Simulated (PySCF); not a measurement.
Bond curves of KH, singlet, def2-TZVP (non-relativistic), PySCF: energy from the separated fragments (atoms in their ground configurations, no counterpoise). One reference determinant with the occupation held, the lowest that a PBE0 search over spins and occupations found; no spin-orbit coupling. Splines pass through the computed points, which are marked. References: UKS for BP86; RHF for HF, MP2 and SCS-MP2. With BP86, HF, MP2 and SCS-MP2 the solution stays closed-shell at all points drawn; such a solution can't reach the open-shell fragments at long range.

Methods: BP86, SCS-MP2, MP2 and HF.

Where is the minimum of each curve?

Answer. BP86: near 2.27 Å, −1.89 eV; SCS-MP2: near 2.27 Å, −1.43 eV; MP2: near 2.26 Å, −1.30 eV; HF: near 2.32 Å, −0.81 eV (from the spline).

What values does the calculation give?

Answer. In eV:
```tsv
bond length (Å)	BP86	SCS-MP2	MP2	HF
1.95	−1.66	−1.17	−1.05	−0.47
2.04	−1.78	−1.30	−1.18	−0.63
2.13	−1.85	−1.38	−1.26	−0.74
2.20	−1.88	−1.42	−1.29	−0.78
2.27	−1.89	−1.43	−1.30	−0.81
2.33	−1.88	−1.42	−1.29	−0.81
2.42	−1.85	−1.39	−1.26	−0.80
2.54	−1.80	−1.33	−1.19	−0.75
2.67	−1.70	−1.22	−1.09	−0.66
2.85	−1.56	−1.06	−0.92	−0.51
```

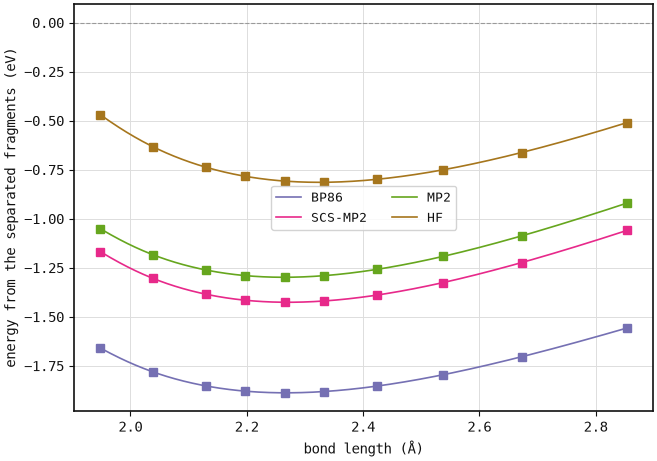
